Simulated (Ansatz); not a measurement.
**ScB (triplet): one geometry, many settings at distance Sc1–B2 = 2.649 Å**

What do other methods and options give for ScB (triplet) at this geometry, and how long do they take?

The runs use Ansatz 0.2.0, Gaussian basis; the settings change from run to run.

46 further runs of the same task are left out: 22 for a known fault of the program, 13 that didn't finish, 11 set aside as unsound or not needed.

## (1) What is computed

The geometry derives from a PBE0/def2-TZVP stationary point (not a proven minimum). One bond is set to the value named and the two fragments are kept rigid.

2 atoms, charge 0, spin multiplicity 3.

Atoms are counted from 1 here; the program's logs count them from 0.

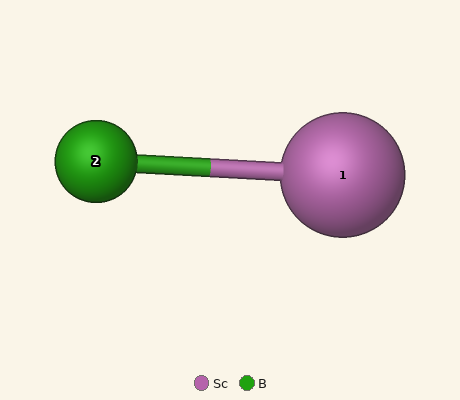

The geometry (scandium pink, boron green); atoms are numbered from 1 in the order of the file.

As a file:

```
atom    x (Å)    y (Å)    z (Å)
 Sc1  0.00000  0.00000  0.00000
  B2  0.00000  0.00000  2.64900
```

## (2) CCSDT/def2-SVP

Contents of in.yaml:

```yaml
crystal:
  periodic: [false, false, false]
  atoms:
    - {symbol: Sc, position_ang: [0.000000, 0.000000, 0.000000]}
    - {symbol: B, position_ang: [0.000000, 0.000000, 2.649000]}
basis:
  gaussian: {orbitals: def2-SVP}
magnetization: {spin_polarized: false, initial_magnetization: 2}
hamiltonian: {xc: {name: PBE}}
correlation: {method: ccsdt, electrons: outside_noble_gas}
```

Launch:

```bash
ansatz run in.yaml --threads 1 --pin off --events-out ev --progress --plain --max-ram 2393MiB
```

The log of the run, shortened:

```text
Functional definition: PBE
  name "PBE"
  cite "Perdew, Burke & Ernzerhof, Phys. Rev. Lett. 77, 3865 (1996) doi:10.1103/PhysRevLett.77.3865"
  parent pbe
[...]
849 factors; integrals over basis functions are off by at most 1.6e-7 eV
[...]
mean field -21359.04097492 eV, -784.9302781504 hartree, gradient 1.8e-6 eV, S^2 2.000000; 13 other end points of the search recorded, 0 dependent functions left out
[...]
unrestricted determinant -21338.06181480 eV, -784.1593082361 hartree, S^2 2.9190
10 core orbitals not correlated: weight in the atoms' cores, before any rotation towards them, 1.000 or more for the frozen orbitals, at most 0.000 for the correlated occupied ones
reference -21335.02022973 eV, -784.0475320465 hartree; 4, 2 occupied and 31, 33 virtual orbitals, 849 factors
second order -4.63767331 eV of doubles, -0.40401417 eV of singles
cycle   1  -4.31792809 eV  change   -2.2e-1 eV  update   1.6e-1
[...]
cycle  46  -5.59324067 eV  change    9.4e-8 eV  update   3.8e-7
WARN: these amplitudes may be one of several solutions (largest doubles amplitude 0.36, level shift 2.46 eV)
Total energy: -21340.61347040 eV, -784.2530798497 hartree
```

Run time: 44 s. Hardware: 1 thread of Arm Neoverse N1, shared host.

From the report: correlation -5.5932 eV; T1 0.081; largest double amplitude 0.36. The orbitals are Kohn-Sham ones, so correlation energy and T1 don't compare with those on Hartree-Fock orbitals. The report flags that the cluster equations may have other roots.

## (3) NEVPT2(2,6)/STO-3G

Contents of in.yaml:

```yaml
crystal:
  periodic: [false, false, false]
  atoms:
    - {symbol: Sc, position_ang: [0.000000, 0.000000, 0.000000]}
    - {symbol: B, position_ang: [0.000000, 0.000000, 2.649000]}
basis:
  gaussian: {orbitals: STO-3G}
magnetization: {spin_polarized: false, initial_magnetization: 2}
correlation: {method: sc_nevpt2, electrons: outside_noble_gas, active_space: {window: {electrons: 2, orbitals: 6}}}
```

Same command.

The log of the run, shortened:

```text
Functional definition: HF
  name "HF"
  cite "Fock, Z. Phys. 61, 126 (1930) doi:10.1007/BF01340294"
  parent pbe
[...]
283 factors; integrals over basis functions are off by at most 4.1e-4 eV
[...]
mean field -21123.41432407 eV, -776.2711584449 hartree, gradient 1.7e-6 eV, S^2 2.000000; 11 other end points of the search recorded, 0 dependent functions left out
reference -21123.41432407 eV, -776.2711584449 hartree; 14, 12 occupied and 9, 11 virtual orbitals, 283 factors
state -21123.52591351 eV, -776.2752592813 hartree
state -21123.52591351 eV, -776.2752592813 hartree; corrected -21124.87856317 eV, -776.3249682394 hartree
WARN: 2 active orbitals are nearly empty or full. The corrections depend on them more than the energy does, and are more stable in an active space without them
Total energy: -21124.87856317 eV, -776.3249682394 hartree
```

Run time: 6 s. Hardware: 1 thread of Arm Neoverse N1, shared host.

From the report: 18 determinants; active occupations 0.99, 0.99, 0.01, 0.01, 0.00, 0.00. The report marks this result as in doubt.

## (4) NEVPT4(SD)(2,5)/STO-3G

Contents of in.yaml:

```yaml
crystal:
  periodic: [false, false, false]
  atoms:
    - {symbol: Sc, position_ang: [0.000000, 0.000000, 0.000000]}
    - {symbol: B, position_ang: [0.000000, 0.000000, 2.649000]}
basis:
  gaussian: {orbitals: STO-3G, point_charges: [{charge: -1.00, position_ang: [2.819, 0.088, -0.688]}]}
magnetization: {spin_polarized: false, initial_magnetization: 2}
correlation: {method: fic_nevpt4_sd, electrons: all, active_space: {window: {electrons: 2, orbitals: 5}, states: [{multiplicity: 3, weights: [0.5, 0.5, 1]}], root: 2}}
```

Launched as before.

The log of the run, shortened:

```text
Functional definition: HF
  name "HF"
  cite "Fock, Z. Phys. 61, 126 (1930) doi:10.1007/BF01340294"
  parent pbe
[...]
419 factors; integrals over basis functions are off by at most 1.9e-7 eV
[...]
mean field -21124.52101610 eV, -776.3118286272 hartree, gradient 2.5e-6 eV, S^2 2.000000; 9 other end points of the search recorded, 0 dependent functions left out
reference -21124.52101610 eV, -776.3118286272 hartree; 14, 12 occupied and 9, 11 virtual orbitals, 419 factors
state -21124.36043221 eV, -776.3059272780 hartree
state -21124.26861133 eV, -776.3025529229 hartree
state -21123.76208530 eV, -776.2839384345 hartree
state -21124.36043221 eV, -776.3059272780 hartree; corrected -21127.05870107 eV, -776.4050868296 hartree
state -21124.26861133 eV, -776.3025529229 hartree; corrected -21126.94676486 eV, -776.4009732498 hartree
state -21123.76208530 eV, -776.2839384345 hartree; corrected -21126.68902676 eV, -776.3915015493 hartree
Total energy: -21126.68902676 eV, -776.3915015493 hartree
```

Run time: 1.4 s. Hardware: 1 thread of Arm Neoverse N1, shared host.

From the report: 25 determinants; active occupations (of the averaged states) 0.74, 0.74, 0.50, 0.01, 0.01.

## (5) All runs side by side

Where basis and cores are those of an earlier FCI/def2-SVP run (-21340.7649 eV), and the state is the same kind, the miss against it is given. † marks a result that the program doubts.

| level | correlated | functions | energy (eV) | from FCI (meV) | time |
| --- | --- | --- | --- | --- | --- |
| CCSDT/def2-SVP (on PBE orbitals) † | outside noble gas | 45 | -21340.6135 | 151.4 | 44 s |
| NEVPT2(2,6)/STO-3G † | outside noble gas | 23 | -21124.8786 |  | 6 s |
| NEVPT4(SD)(2,5)/STO-3G (excited root 2 of an average, beside a point charge) | all | 23 | -21126.6890 |  | 1.4 s |

## (6) Summary of results

| quantity | value |
| --- | --- |
| runs | 3 |
| quickest | NEVPT4(SD)(2,5)/STO-3G (excited root 2 of an average, beside a point charge), 1.4 s |
| slowest | CCSDT/def2-SVP (on PBE orbitals) †, 44 s |

**Reading.** Total energies in different bases, with other cores or another treatment of relativity can't be set against each other. CCSDT/def2-SVP (on PBE orbitals) † took 30 times as long as NEVPT4(SD)(2,5)/STO-3G (excited root 2 of an average, beside a point charge); the jobs differ in more than the method. Cores frozen from Kohn-Sham orbitals shift the total energy.
